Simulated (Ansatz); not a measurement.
C2HF3O (SMILES OC(F)=C(F)F)

```xyz
7

O    -0.1728   -0.9697   -1.2060
C     0.1162   -0.5959    0.0423
F     0.4871   -1.6073    0.7934
C     0.0539    0.6441    0.5266
F    -0.3222    1.6588   -0.2416
F     0.3403    0.9977    1.7560
H    -0.4412   -0.1957   -1.7163
```

These are results of Ansatz 0.2.0, RKS PBE0/def2-SVP, not measurements.

Q: What can the converged electron density and electron localisation function tell about the bonding?

A: C–F (1.31 Å): the density is about 2.5 e/Å³ at the midpoint; the ELF peaks at about 0.85 between the atoms; a polar covalent bond.
C–C (1.33 Å): ρ is about 2.3 e/Å³ halfway; the ELF peaks at about 0.90 between the atoms: a multiple bond.
C–O (1.33 Å): ρ at the midpoint is about 2.5 e/Å³; the ELF peaks at about 0.90 between the atoms: a polar covalent bond.
O–H (0.97 Å): ρ at the midpoint is about 3.7 e/Å³; the ELF climbs to about 1 towards the hydrogen, as it does in any bond to H; a covalent bond by its length.

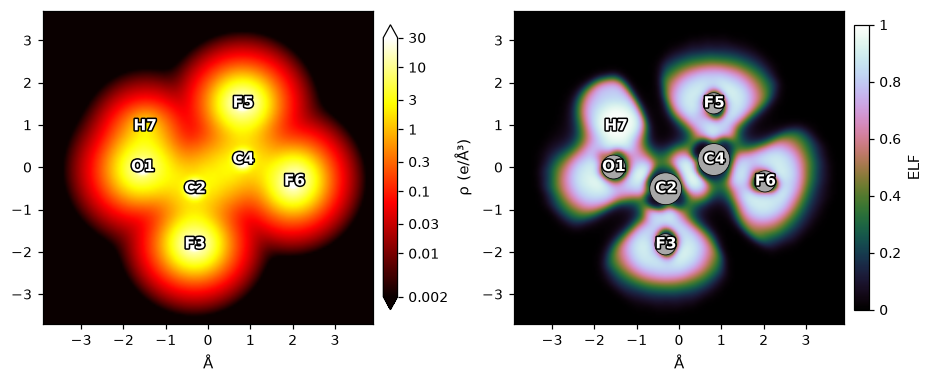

Computed electron density and electron localisation function on the molecular plane, in this order. Grey discs cover the atomic cores in the ELF map. 
